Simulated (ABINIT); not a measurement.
## CsAsF6 (R-3): G0W0 with ABINIT, start to end

Aim: the G0W0 gap of CsAsF6 (R-3) on PBEsol, step by step.

Method: PBEsol and many-body steps on it, plane waves, in ABINIT 10.8.3.

### 1. Starting point

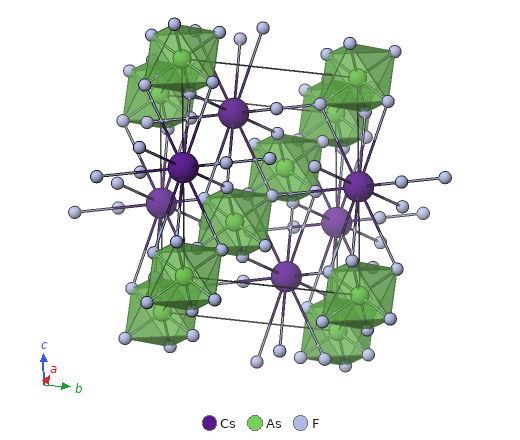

The starting structure, seen slightly off an axis (caesium purple, arsenic green, fluorine light blue). This picture shows the conventional cell, with its axes. Some periodic images of atoms are drawn too.

The cell and positions are those that the Materials Project relaxed with its own functionals (PBE, PBE+U or r2SCAN), kept fixed. Spin-orbit coupling is left out unless a step names it.

### 2. Ground state

This step: ABINIT 10.8.3; DFT, PBEsol, plane waves, norm-conserving pseudopotentials.

The ground-state density comes first.

Contents of run.abi:

```
acell 3*1.0 Angstrom
rprim 
  3.855859826403 2.226181708716 2.622049894613
  -3.855859826403 2.226181708716 2.622049894613
  -0.000000000000 -4.452363417478 2.622049894574
ntypat 3
znucl 55 33 9
natom 8
typat 1 2 3 3 3 3 3 3
xred 
  0.500000000000 0.500000000000 0.500000000000
  -0.000000000000 -0.000000000000 -0.000000000000
  0.189597360000 0.275478300000 0.922344570000
  0.275478300000 0.922344570000 0.189597360000
  0.077655430000 0.810402640000 0.724521700000
  0.724521700000 0.077655430000 0.810402640000
  0.810402640000 0.724521700000 0.077655430000
  0.922344570000 0.189597360000 0.275478300000
pp_dirpath "pseudos"
pseudos "Cs.upf, As.upf, F.upf"
ecut 44
ngkpt 4 4 4
nshiftk 1
shiftk 0 0 0
kptopt 1
chksymbreak 0
nband 45
occopt 1
tolvrs 1e-10
nstep 60
prtwf 0
optforces 0
optstress 0
indata_prefix "in"
outdata_prefix "out"
tmpdata_prefix "tmp"
```

Command:

```
OMP_NUM_THREADS=1 mpirun -n 4 abinit run.abi > log
```

Numbers of over 12 decimals in the logs are rounded to 6 here.

What it wrote:

```text
.Version 10.8.3 of ABINIT. v10.8.2 released Aug 2026.

 Symmetries : space group R-3 (#148); Bravais hR (rhombohedral)
================================================================================
 Values of the parameters that define the memory need of the present run
     intxc =       0    ionmov =       0      iscf =       7    lmnmax =       8
     lnmax =       8     mgfft =      60  mpssoang =       4    mqgrid =    3001
     natom =       8  nloc_mem =       1    nspden =       1   nspinor =       1
    nsppol =       1      nsym =       6    n1xccc =    2501    ntypat =       3
    occopt =       1   xclevel =       2
-    mband =          45        mffmem =           1         mkmem =           4
       mpw =       12737          nfft =      216000          nkpt =          14
================================================================================
  Rough estimation (10% accuracy) of disk space for files :
================================================================================

--------------------------------------------------------------------------------
------------- Echo of variables that govern the present computation ------------
--------------------------------------------------------------------------------
 -outvars: echo values of preprocessed input variables --------
            acell      1.8897261259E+00  1.8897261259E+00  1.8897261259E+00 Bohr

      chksymbreak           0
             ecut      4.40000000E+01 Hartree
-          fftalg         312

              ixc     -116133
              kpt      0.00000000E+00  0.00000000E+00  0.00000000E+00
                       2.50000000E-01  0.00000000E+00  0.00000000E+00
                       5.00000000E-01  0.00000000E+00  0.00000000E+00
                       2.50000000E-01  2.50000000E-01  0.00000000E+00
                       5.00000000E-01  2.50000000E-01  0.00000000E+00
                      -2.50000000E-01  2.50000000E-01  0.00000000E+00
                       2.50000000E-01  5.00000000E-01  0.00000000E+00
                       5.00000000E-01  5.00000000E-01  0.00000000E+00
                       2.50000000E-01  2.50000000E-01  2.50000000E-01
                       5.00000000E-01  2.50000000E-01  2.50000000E-01
                      -2.50000000E-01  2.50000000E-01  2.50000000E-01
[...]
kptrlatt        4    0    0      0    4    0      0    0    4
          kptrlen      3.90574423E+01
P           mkmem           4
            natom           8
            nband          45
            ngfft          60      60      60
             nkpt          14
            nstep          60
             nsym           6
           ntypat           3
              occ      2.000000  2.000000  2.000000  2.000000  2.000000  2.000000
                       2.000000  2.000000  2.000000  2.000000  2.000000  2.000000
                       2.000000  2.000000  2.000000  2.000000  2.000000  2.000000
                       2.000000  2.000000  2.000000  2.000000  2.000000  2.000000
                       2.000000  2.000000  2.000000  2.000000  2.000000  2.000000
                       2.000000  2.000000  2.000000  2.000000  2.000000  2.000000
                       2.000000  0.000000  0.000000  0.000000  0.000000  0.000000
[...]
optforces           0
        optstress           0
            prtwf           0
            rprim      3.8558598264E+00  2.2261817087E+00  2.6220498946E+00
[...]
spgroup         148

           tolvrs      1.00000000E-10

             xred      5.0000000000E-01  5.0000000000E-01  5.0000000000E-01
[...]
znucl       55.00000   33.00000    9.00000

================================================================================

 chkinp: Checking input parameters for consistency.

================================================================================
== DATASET  1 ==================================================================
-   mpi_nproc: 4, omp_nthreads: 1 (-1 if OMP is not activated)

--- !DatasetInfo
iteration_state: {dtset: 1, }
dimensions: {natom: 8, nkpt: 14, mband: 45, nsppol: 1, nspinor: 1, nspden: 1, mpw: 12737, }
cutoff_energies: {ecut:  44.0, pawecutdg:  -1.0, }
electrons: {nelect:   7.40000000E+01, charge:   0.00000000E+00, occopt:   1.00000000E+00, tsmear:   1.00000000E-02, }

 Real(R)+Recip(G) space primitive vectors, cartesian coordinates (Bohr,Bohr^-1):
 R(1)=  7.2865191  4.2068737  4.9549562  G(1)=  0.0686199  0.0396177  0.0672727
 R(2)= -7.2865191  4.2068737  4.9549562  G(2)= -0.0686199  0.0396177  0.0672727
 R(3)=  0.0000000 -8.4137475  4.9549562  G(3)=  0.0000000 -0.0792354  0.0672727
 Unit cell volume ucvol=  9.1131948E+02 bohr^3
 Angles (23,13,12)=  9.65307737E+01  9.65307737E+01  9.65307737E+01 degrees

 getcut: wavevector=  0.0000  0.0000  0.0000  ngfft=  60  60  60
         ecut(hartree)=     44.000   => boxcut(ratio)=   2.05831

--- Pseudopotential description ------------------------------------------------
- Cs Generated using ONCVPSP code by D. R. Hamann
- 55.00000   9.00000  180301                  znucl, zion, pspdat
12 -116133 3 -1 2384                          pspcod,pspxc,lmax,lloc,mmax
     nproj     2     2     2     2
  pspatm : epsatm=   22.12462466
         --- l  ekb(1:nproj) -->
[...]
12 -116133 2 -1 832                           pspcod,pspxc,lmax,lloc,mmax
     nproj     2     2     1     0
  pspatm : epsatm=    4.89824381
         --- l  ekb(1:nproj) -->
[...]
2   -2.394754
 pspatm: atomic psp has been read  and splines computed

   5.62432745E+03                                ecore*ucvol(ha*bohr**3)
--------------------------------------------------------------------------------

_setup2: Arith. and geom. avg. npw (full set) are   12705.922   12705.910

================================================================================

--- !BeginCycle
iteration_state: {dtset: 1, }
solver: {iscf: 7, nstep: 60, nline: 4, wfoptalg: 0, }
tolerances: {tolvrs: 1.00E-10, }

     iter   Etot(hartree)      deltaE(h)  residm     vres2
 ETOT  1  -472.78930770736    -4.728E+02 1.223E+00 2.641E+03
 ETOT  2  -475.91928587251    -3.130E+00 2.521E-02 1.000E+03
 ETOT  3  -476.02419931422    -1.049E-01 5.925E-03 1.397E+02
 ETOT  4  -476.02833335971    -4.134E-03 4.267E-03 9.267E+01
 ETOT  5  -476.03119168931    -2.858E-03 1.659E-03 7.746E+00
 ETOT  6  -476.03165112405    -4.594E-04 2.239E-03 1.193E+00
 ETOT  7  -476.03168719174    -3.607E-05 2.172E-03 1.608E-01
 ETOT  8  -476.03169417809    -6.986E-06 7.627E-03 1.429E-03
 ETOT  9  -476.03169422536    -4.727E-08 7.342E-04 1.042E-03
 ETOT 10  -476.03169428353    -5.816E-08 1.309E-03 6.358E-06
 ETOT 11  -476.03169428446    -9.355E-10 1.583E-04 1.517E-07
 ETOT 12  -476.03169428449    -3.223E-11 5.547E-04 3.175E-08
 ETOT 13  -476.03169428448     1.472E-11 8.525E-05 1.517E-09
 ETOT 14  -476.03169428451    -3.280E-11 2.874E-04 7.466E-11

 At SCF step   14       vres2   =  7.47E-11 < tolvrs=  1.00E-10 =>converged.

--- !ResultsGS
iteration_state: {dtset: 1, }
comment   : Summary of ground state results
lattice_vectors:
- [  7.2865191,   4.2068737,   4.9549562, ]
- [ -7.2865191,   4.2068737,   4.9549562, ]
- [ -0.0000000,  -8.4137475,   4.9549562, ]
lattice_lengths: [   9.76436,    9.76436,    9.76436, ]
lattice_angles: [ 96.531,  96.531,  96.531, ] # degrees, (23, 13, 12)
lattice_volume:   9.1131948E+02
convergence: {deltae: -3.280E-11, res2:  7.466E-11, residm:  2.874E-04, diffor:  0.000E+00, }
etotal    :  -4.76031694E+02
entropy   :   0.00000000E+00
fermie    :  -6.01127760E-02
cartesian_stress_tensor: null
pressure_GPa: null
xred      :
- [  5.0000E-01,   5.0000E-01,   5.0000E-01, Cs]
- [  0.0000E+00,   0.0000E+00,   0.0000E+00, As]
- [  1.8960E-01,   2.7548E-01,   9.2234E-01,  F]
- [  2.7548E-01,   9.2234E-01,   1.8960E-01,  F]
- [  7.7655E-02,   8.1040E-01,   7.2452E-01,  F]
- [  7.2452E-01,   7.7655E-02,   8.1040E-01,  F]
- [  8.1040E-01,   7.2452E-01,   7.7655E-02,  F]
- [  9.2234E-01,   1.8960E-01,   2.7548E-01,  F]
cartesian_forces: null
force_length_stats: {min: null, max: null, mean: null, }

 Integrated electronic density in atomic spheres:
 ------------------------------------------------
 Atom  Sphere_radius  Integrated_density
[...]
================================================================================

 ----iterations are completed or convergence reached----

 Mean square residual over all n,k,spin=   14.608E-07; max=  28.738E-05
 reduced coordinates (array xred) for    8 atoms
[...]
0.275478300000      0.922344570000      0.189597360000
       0.077655430000      0.810402640000      0.724521700000
       0.724521700000      0.077655430000      0.810402640000
       0.810402640000      0.724521700000      0.077655430000
       0.922344570000      0.189597360000      0.275478300000
 rms dE/dt=  0.0000E+00; max dE/dt=  0.0000E+00; dE/dt below (all hartree)
    1       0.000000000000      0.000000000000      0.000000000000
    2       0.000000000000      0.000000000000      0.000000000000
    3       0.000000000000      0.000000000000      0.000000000000
    4       0.000000000000      0.000000000000      0.000000000000
    5       0.000000000000      0.000000000000      0.000000000000
    6       0.000000000000      0.000000000000      0.000000000000
    7       0.000000000000      0.000000000000      0.000000000000
    8       0.000000000000      0.000000000000      0.000000000000

 cartesian coordinates (angstrom) at end:
    1      0.000000    -2.3e-11     3.933075
    2      0.000000     0.000000     0.000000
    3     -0.331145    -3.071270     3.637885
    4     -2.494226     1.822415     3.637885
    5     -2.825371    -1.248855     4.228265
    6      2.494226    -1.822415     4.228265
    7      0.331145     3.071270     4.228265
    8      2.825371     1.248855     3.637885
 length scales=  1.889726125908  1.889726125908  1.889726125908 bohr
              =  1.000000000000  1.000000000000  1.000000000000 angstroms
 prteigrs : about to open file out_EIG
 Fermi (or HOMO) energy (hartree) =  -0.06011   Average Vxc (hartree)=  -0.32612
 Eigenvalues (hartree) for nkpt=  14  k points:
 kpt#   1, nband= 45, wtk=  0.01563, kpt=  0.0000  0.0000  0.0000 (reduced coord)
  -6.83406   -4.75721   -4.75719   -4.75719   -1.35044   -1.35044   -1.34517   -1.34506
  -1.34506   -0.87624   -0.81642   -0.81536   -0.81536   -0.78520   -0.78520   -0.66450
  -0.36580   -0.22859   -0.22859   -0.22462   -0.18333   -0.17856   -0.17856   -0.14945
  -0.14945   -0.14054   -0.12754   -0.12754   -0.09326   -0.08837   -0.08837   -0.08756
  -0.08265   -0.08265   -0.06940   -0.06940   -0.06011    0.14855    0.30043    0.32198
   0.32198    0.37990    0.37990    0.38595    0.39024
 prteigrs : prtvol=0 or 1, do not print more k-points.

--- !EnergyTerms
iteration_state     : {dtset: 1, }
comment             : Components of total free energy in Hartree
kinetic             :  2.38636400185920E+02
hartree             :  2.52418029303195E+02
xc                  : -6.68606738171148E+01
Ewald energy        : -1.63596554432008E+02
psp_core            :  6.17163091667403E+00
local_psp           : -6.53989581535259E+02
non_local_psp       : -8.88109449059186E+01
total_energy        : -4.76031694284513E+02
total_energy_eV     : -1.29534822985046E+04
band_energy         : -7.28191988512342E+01

== END DATASET(S) ==============================================================
================================================================================

 -outvars: echo values of variables after computation  --------
           etotal     -4.7603169428E+02
            nband          45
             nkpt          14
          spgroup         148
 [... the other variables as echoed above ...]

 Calculation completed.
```

Run time: 2.1 min. Hardware: 4 MPI ranks of Arm Neoverse V2, shared host; peak memory 0.57 GiB; 8.6 min of CPU time.

Numbers from this step:

```yaml
total_energy: -12953.4823 eV
gap: 5.678 eV
k_of_the_valence_top: 0, 0, 0
k_of_the_conduction_bottom: 0, 0, 0
least_direct_gap: 5.678 eV
```

The gap is direct, at Γ.

### 3. Empty states on the mesh, 2×2×2 mesh, 178 bands

The sums over transitions need many empty states on a uniform mesh; this step solves for them.

Edit run.abi of step 2 so:

```diff
@@ -21,3 +21,3 @@
 ecut 44
-ngkpt 4 4 4
+ngkpt 2 2 2
 nshiftk 1
@@ -26,9 +26,10 @@
 chksymbreak 0
-nband 45
-occopt 1
-tolvrs 1e-10
+iscf -2
+irdden 1
+istwfk *1
+nband 178
+nbdbuf 16
+tolwfr 1e-09
 nstep 60
-prtwf 0
-optforces 0
-optstress 0
+prtvol 0
 indata_prefix "in"
```

What it wrote:

```text
.Version 10.8.3 of ABINIT. v10.8.2 released Aug 2026.

 Symmetries : space group R-3 (#148); Bravais hR (rhombohedral)
[... echo of the input left out ...]
== DATASET  1 ==================================================================
-   mpi_nproc: 4, omp_nthreads: 1 (-1 if OMP is not activated)

--- !DatasetInfo
iteration_state: {dtset: 1, }
dimensions: {natom: 8, nkpt: 4, mband: 178, nsppol: 1, nspinor: 1, nspden: 1, mpw: 12752, }
cutoff_energies: {ecut:  44.0, pawecutdg:  -1.0, }
electrons: {nelect:   7.40000000E+01, charge:   0.00000000E+00, occopt:   1.00000000E+00, tsmear:   1.00000000E-02, }

 Real(R)+Recip(G) space primitive vectors, cartesian coordinates (Bohr,Bohr^-1):
 R(1)=  7.2865191  4.2068737  4.9549562  G(1)=  0.0686199  0.0396177  0.0672727
 R(2)= -7.2865191  4.2068737  4.9549562  G(2)= -0.0686199  0.0396177  0.0672727
 R(3)=  0.0000000 -8.4137475  4.9549562  G(3)=  0.0000000 -0.0792354  0.0672727
 Unit cell volume ucvol=  9.1131948E+02 bohr^3
 Angles (23,13,12)=  9.65307737E+01  9.65307737E+01  9.65307737E+01 degrees

 getcut: wavevector=  0.0000  0.0000  0.0000  ngfft=  60  60  60
         ecut(hartree)=     44.000   => boxcut(ratio)=   2.05831

--- Pseudopotential description ------------------------------------------------
- Cs Generated using ONCVPSP code by D. R. Hamann
- 55.00000   9.00000  180301                  znucl, zion, pspdat
12 -116133 3 -1 2384                          pspcod,pspxc,lmax,lloc,mmax
     nproj     2     2     2     2
  pspatm : epsatm=   22.12462466
         --- l  ekb(1:nproj) -->
             0    6.214110    0.767882
             1    6.311966    0.793598
             2    3.769790    0.913105
[...]
pspatm: atomic psp has been read  and splines computed

- As Generated using ONCVPSP code by D. R. Hamann
- 33.00000  23.00000  180301                  znucl, zion, pspdat
12 -116133 2 -1 1342                          pspcod,pspxc,lmax,lloc,mmax
     nproj     2     2     2     0
  pspatm : epsatm=   24.49033745
         --- l  ekb(1:nproj) -->
[...]
pspatm: atomic psp has been read  and splines computed

- F Generated using ONCVPSP code by D. R. Hamann
-  9.00000   7.00000  180301                  znucl, zion, pspdat
12 -116133 2 -1 832                           pspcod,pspxc,lmax,lloc,mmax
     nproj     2     2     1     0
  pspatm : epsatm=    4.89824381
         --- l  ekb(1:nproj) -->
[...]
2   -2.394754
 pspatm: atomic psp has been read  and splines computed

--------------------------------------------------------------------------------

================================================================================
 prteigrs : about to open file out_EIG
 Non-SCF case, kpt    1 (  0.00000  0.00000  0.00000), residuals and eigenvalues=
  2.10E-10  3.64E-10  3.97E-10  2.79E-10  1.49E-10  2.14E-10  1.87E-10  1.99E-10
[...]
7.70E-10  3.20E-10  7.31E-10  3.22E-10  3.07E-10  4.10E-10  6.64E-10  3.56E-10
[...]
1.28E-04  2.29E-04
 -6.8341E+00 -4.7572E+00 -4.7572E+00 -4.7572E+00 -1.3504E+00 -1.3504E+00
 -1.3452E+00 -1.3451E+00 -1.3451E+00 -8.7624E-01 -8.1642E-01 -8.1536E-01
 -8.1536E-01 -7.8520E-01 -7.8520E-01 -6.6450E-01 -3.6580E-01 -2.2859E-01
[...]
1.9028E+00  1.9446E+00  1.9446E+00  1.9495E+00  1.9594E+00  1.9594E+00
  1.9708E+00  1.9744E+00  1.9744E+00  1.9784E+00  1.9925E+00  2.0397E+00
  2.0398E+00  2.0547E+00  2.0550E+00  2.0941E+00
 prteigrs : prtvol=0 or 1, do not print more k-points.

--- !ResultsGS
iteration_state: {dtset: 1, }
comment   : Summary of ground state results
lattice_vectors:
- [  7.2865191,   4.2068737,   4.9549562, ]
- [ -7.2865191,   4.2068737,   4.9549562, ]
- [ -0.0000000,  -8.4137475,   4.9549562, ]
lattice_lengths: [   9.76436,    9.76436,    9.76436, ]
lattice_angles: [ 96.531,  96.531,  96.531, ] # degrees, (23, 13, 12)
lattice_volume:   9.1131948E+02
convergence: {deltae:  0.000E+00, res2:  0.000E+00, residm:  9.963E-10, diffor:  0.000E+00, }
etotal    :  -4.76031694E+02
entropy   :   0.00000000E+00
fermie    :  -6.01127760E-02
cartesian_stress_tensor: null
pressure_GPa: null
xred      :
- [  5.0000E-01,   5.0000E-01,   5.0000E-01, Cs]
- [  0.0000E+00,   0.0000E+00,   0.0000E+00, As]
- [  1.8960E-01,   2.7548E-01,   9.2234E-01,  F]
- [  2.7548E-01,   9.2234E-01,   1.8960E-01,  F]
- [  7.7655E-02,   8.1040E-01,   7.2452E-01,  F]
- [  7.2452E-01,   7.7655E-02,   8.1040E-01,  F]
- [  8.1040E-01,   7.2452E-01,   7.7655E-02,  F]
- [  9.2234E-01,   1.8960E-01,   2.7548E-01,  F]
cartesian_forces: null
force_length_stats: {min: null, max: null, mean: null, }

 Integrated electronic density in atomic spheres:
 ------------------------------------------------
 Atom  Sphere_radius  Integrated_density
[...]
================================================================================

 ----iterations are completed or convergence reached----

 Mean square residual over all n,k,spin=   41.295E-11; max=  99.629E-11
 reduced coordinates (array xred) for    8 atoms
[...]
0.810402640000      0.724521700000      0.077655430000
       0.922344570000      0.189597360000      0.275478300000

 cartesian coordinates (angstrom) at end:
    1      0.000000    -2.3e-11     3.933075
    2      0.000000     0.000000     0.000000
[...]
7      0.331145     3.071270     4.228265
    8      2.825371     1.248855     3.637885
 length scales=  1.889726125908  1.889726125908  1.889726125908 bohr
              =  1.000000000000  1.000000000000  1.000000000000 angstroms
 prteigrs : about to open file out_EIG
 Eigenvalues (hartree) for nkpt=   4  k points:
 kpt#   1, nband=178, wtk=  0.12500, kpt=  0.0000  0.0000  0.0000 (reduced coord)
[...]
1.90281    1.90281    1.90285    1.94458    1.94458    1.94953    1.95942    1.95942
   1.97082    1.97444    1.97444    1.97838    1.99250    2.03971    2.03978    2.05469
   2.05505    2.09409
 prteigrs : prtvol=0 or 1, do not print more k-points.

== END DATASET(S) ==============================================================
================================================================================

 -outvars: echo values of variables after computation  --------
            nband         178
             nkpt           4
          spgroup         148
 [... the other variables as echoed above ...]

 Calculation completed.
```

Run time: 80 s. Hardware: 4 MPI ranks; peak memory 0.54 GiB; 5.3 min of CPU time.

This step gave:

```
gap                                                           : 5.678 eV
k of the valence top                                          : 0, 0, 0
k of the conduction bottom                                    : 0, 0, 0
least direct gap                                              : 5.678 eV
k points computed                                             : 4
lowest point of the top converged band, above the valence top : 53.4138 eV
```

On this mesh the gap is 5.678 eV.

(Part 1 of 2 ends here.)

[Paths, hosts, dates, memory and timing lines, banners, echoed tables and standing remarks are left out of the program output.]

[Logs are printed without paths, hosts, clocks, repeated set-up lines and the standing remarks that a program may print on its own settings, such as how far it seeks lower states.]

[Runs of the session that timed out or met a known fault of the program may be left out.]

[Hosts, paths, dates, database ids (printed as entryN), source tags and the programs' standing remarks are cut or masked in the printed files.]

[G0W0 gaps are taken among the corrected bands and points alone; a level outside them can change the order at an edge.]

[Where Ansatz stands beside ABINIT at settings called matched, ABINIT's density can come from a denser mesh and the files from another edition; pairs whose starting gaps differed by over 0.03 eV were left out, so agreement reads better than it is.]
